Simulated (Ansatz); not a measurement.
# SiH2S (SMILES [SiH]S): levels of theory compared

Aim: a comparison of 6 runs (BLYP/STO-3G, SVWN5/STO-3G, RPA@PBE/STO-3G, UMP2/STO-3G, CCSDT(Q)/STO-3G, CCSD/STO-3G) of SiH2S. 

The results are computed with Ansatz 0.2.0.

46 further runs of the same task are left out: 46 set aside as unsound or not needed.

### Step 1. Starting point

SiH2S has 4 atoms, charge 0, and is taken as a singlet. As SMILES, `[SiH]S`. The H3–Si1 distance was set to 2.288 Å, away from the relaxed value. At this shape a bond of the SMILES string is far longer than usual.

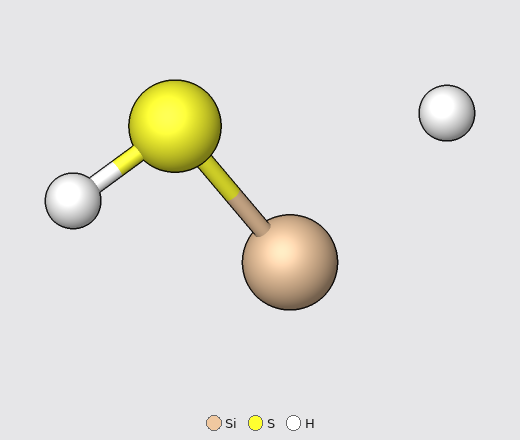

The structure, seen from a chosen angle (silicon light orange, sulfur yellow, hydrogen white).

### Step 2. A single-point energy at BLYP/STO-3G (run 1)

run.yaml reads:

```yaml
crystal:
  periodic: [false, false, false]
  atoms:
    - {symbol: Si, position_ang: [-0.902957, -1.016199, -0.249054]}
    - {symbol: S, position_ang: [-0.449657, 1.017001, -0.616754]}
    - {symbol: H, position_ang: [1.017500, -1.190800, 0.981400]}
    - {symbol: H, position_ang: [-1.529857, 1.304201, -1.366354]}
basis:
  gaussian: {orbitals: STO-3G}
hamiltonian: {xc: {name: BLYP}}
accuracy: high
```

Run with:

```
$ ansatz run run.yaml --threads 1 --pin off --max-ram 2610MiB --events-out events.jsonl --progress --plain --runs-dir runs
```

The program printed:

```text
Warning: RAYON_NUM_THREADS=1 ignored (pool sized by the plan → 1); use --threads N
Functional definition: BLYP
  name "BLYP"
  parameter beta = 0.0042
  parameter a = 0.04918
  parameter b = 0.132
  parameter c = 0.2533
  parameter d = 0.349
  exchange = b88_x(beta = beta)
  correlation = lyp_c(a = a, b = b, c = c, d = d)
342 factors; integrals over basis functions are off by at most 1.0e-8 eV
mean field evaluation 1: about -18524.4389 eV, gradient 2.2e1 eV
mean field evaluation 2: about -18501.0235 eV, gradient 6.7e1 eV
mean field evaluation 4: about -18528.2019 eV, gradient 2.3e0 eV
mean field evaluation 8: about -18528.2296 eV, gradient 1.1e-1 eV
mean field evaluation 16: about -18528.1868 eV, gradient 6.3e-6 eV
mean field -18528.18680728 eV, -680.8983063115 hartree, gradient 4.7e-8 eV, S^2 0.000000; 0 other end points of the search recorded, 0 dependent functions left out
reference -18528.18684428 eV, -680.8983076713 hartree; 16, 16 occupied and 4, 4 virtual orbitals, 342 factors
Total energy: -18528.18684428 eV, -680.8983076713 hartree
```

Wall time 0.75 s (1 thread of AMD EPYC 7R43 (Zen 3), shared host).

### Step 3. A single-point energy at SVWN5/STO-3G (run 2)

job.yaml reads:

```yaml
crystal:
  periodic: [false, false, false]
  atoms:
    - {symbol: Si, position_ang: [-0.902957, -1.016199, -0.249054]}
    - {symbol: S, position_ang: [-0.449657, 1.017001, -0.616754]}
    - {symbol: H, position_ang: [1.017500, -1.190800, 0.981400]}
    - {symbol: H, position_ang: [-1.529857, 1.304201, -1.366354]}
basis:
  gaussian: {orbitals: STO-3G}
hamiltonian: {xc: {name: SVWN5}}
accuracy: high
```

Run with:

```
$ ansatz run job.yaml --threads 1 --pin off --max-ram 2610MiB --events-out events.jsonl --progress --plain --runs-dir runs
```

The program printed:

```text
Warning: RAYON_NUM_THREADS=1 ignored (pool sized by the plan → 1); use --threads N
Functional definition: SVWN5
  name "SVWN5"
  exchange = slater_x
  correlation = vwn5_c
342 factors; integrals over basis functions are off by at most 1.0e-8 eV
mean field evaluation 1: about -18455.7791 eV, gradient 2.2e1 eV
mean field evaluation 2: about -18434.4778 eV, gradient 6.5e1 eV
mean field evaluation 4: about -18459.0328 eV, gradient 3.0e0 eV
mean field evaluation 8: about -18459.0903 eV, gradient 7.4e-2 eV
mean field evaluation 16: about -18459.0464 eV, gradient 2.0e-6 eV
mean field -18459.04640581 eV, -678.3574434223 hartree, gradient 1.4e-8 eV, S^2 0.000000; 0 other end points of the search recorded, 0 dependent functions left out
reference -18459.04640754 eV, -678.3574434859 hartree; 16, 16 occupied and 4, 4 virtual orbitals, 342 factors
Total energy: -18459.04640754 eV, -678.3574434859 hartree
```

Run time: 0.53 s. Hardware: 1 thread of AMD EPYC 7R43 (Zen 3), shared host.

Runs 3 to 4 aren't shown in full; the table further down has their settings and results.

### Step 4. The energy at CCSDT(Q)/STO-3G (run 5)

run.yaml reads:

```yaml
crystal:
  periodic: [false, false, false]
  atoms:
    - symbol: Si
      position_ang: [-0.902957, -1.016199, -0.249054]
    - symbol: S
      position_ang: [-0.449657, 1.017001, -0.616754]
    - symbol: H
      position_ang: [1.017500, -1.190800, 0.981400]
    - symbol: H
      position_ang: [-1.529857, 1.304201, -1.366354]
basis:
  gaussian:
    orbitals: STO-3G
correlation:
  method: ccsdt_q
  frozen_orbitals: {H: 0, S: 5, Si: 5}
accuracy: high
scf:
  omitted_lower_state_checks: [cluster_reference, increment]
```

Run with:

```
$ ansatz run run.yaml --threads 1 --pin off --max-ram 2610MiB --events-out events.jsonl --progress --plain --runs-dir runs
```

The program printed:

```text
Warning: RAYON_NUM_THREADS=1 ignored (pool sized by the plan → 1); use --threads N
[... 11 lines left out ...]
10 core orbitals not correlated: weight in the atoms' cores, before any rotation towards them, 1.000 or more for the frozen orbitals, at most 0.000 for the correlated occupied ones
[... 33 lines left out ...]
WARN: these amplitudes may be one of several solutions (largest doubles amplitude 0.32, level shift 0.03 eV)
Total energy: -18500.58504563 eV, -679.8839602799 hartree
Checks for a lower state left out: cluster_reference, increment
```

Run time: 0.32 s. Hardware: 1 thread of AMD EPYC 7R43 (Zen 3), shared host.

### Step 5. The energy at CCSD/STO-3G (run 6)

Edit run.yaml of step 4 so:

```diff
@@ -1 +1,4 @@
+basis:
+  gaussian:
+    orbitals: STO-3G
 crystal:
@@ -11,7 +14,4 @@
       position_ang: [-1.529857, 1.304201, -1.366354]
-basis:
-  gaussian:
-    orbitals: STO-3G
 correlation:
-  method: ccsdt_q
+  method: ccsd
   frozen_orbitals: {H: 0, S: 5, Si: 5}
```

Run with:

```
$ ansatz run run.yaml --threads 1 --pin off --max-ram 2610MiB --events-out events.jsonl --progress --plain --runs-dir runs
```

The program printed, cut to the lines that bear on the results:

```text
Warning: RAYON_NUM_THREADS=1 ignored (pool sized by the plan → 1); use --threads N
Functional definition: HF
  name "HF"
[...]
342 factors; integrals over basis functions are off by at most 1.0e-8 eV
[...]
mean field -18497.02658635 eV, -679.7531893135 hartree, gradient 9.1e-9 eV, S^2 0.000000; 0 other end points of the search recorded, 0 dependent functions left out; unrestricted orbitals would lower it
10 core orbitals not correlated: weight in the atoms' cores, before any rotation towards them, 1.000 or more for the frozen orbitals, at most 0.000 for the correlated occupied ones
reference -18497.02658635 eV, -679.7531893135 hartree; 6, 6 occupied and 4, 4 virtual orbitals, 342 factors
second order -2.30283918 eV of doubles, -0.00000000 eV of singles
cycle   1  -2.90323125 eV  change   -6.1e-1 eV  update   1.3e-1
[...]
cycle  27  -3.46285713 eV  change   7.1e-10 eV  update  2.6e-10
WARN: these amplitudes may be one of several solutions (largest doubles amplitude 0.32, level shift 0.03 eV)
Total energy: -18500.48944348 eV, -679.8804469658 hartree
Checks for a lower state left out: cluster_reference, increment
```

Wall time 0.18 s (1 thread of AMD EPYC 7R43 (Zen 3), shared host).

### Step 6. The series

| run | level | frozen core orbitals | energy (Eh) | wall time |
| --- | --- | --- | --- | --- |
| 1 | BLYP/STO-3G | – | -680.898308 | 0.75 s |
| 2 | SVWN5/STO-3G | – | -678.357443 | 0.53 s |
| 3 | RPA@PBE/STO-3G | 10 | -679.932191 | 1.2 s |
| 4 | UMP2/STO-3G | 10 | -679.832808 | 0.28 s |
| 5 | CCSDT(Q)/STO-3G | 10 | -679.883960 | 0.32 s |
| 6 | CCSD/STO-3G | 10 | -679.880447 | 0.18 s |

### Step 7. Results

| quantity | value |
| --- | --- |
| run 6: total energy | -679.88045 Eh |
| run 6: correlation energy (10 core orbitals frozen) | -127.3 mEh |
| run 6: T1 diagnostic | 0.030 |

In words: Totals of different functionals can't be ranked against each other. In run 6 the T1 diagnostic is large, so a single reference may not serve. In runs 5, 6 the log says that unrestricted orbitals would lower the reference, so the values rest on an unstable closed-shell determinant (other closed-shell runs at this shape may share the fault). In runs 1, 2, 3, 4, 5, 6 the basis is minimal, so the values are rough. Spin contamination of the reference: run 4 ⟨S²⟩ = 0.67. Where it is this large, the reference is a mixture of spin states, and values that rest on it are in doubt. All runs together took 3.3 s, the longest 1.2 s.
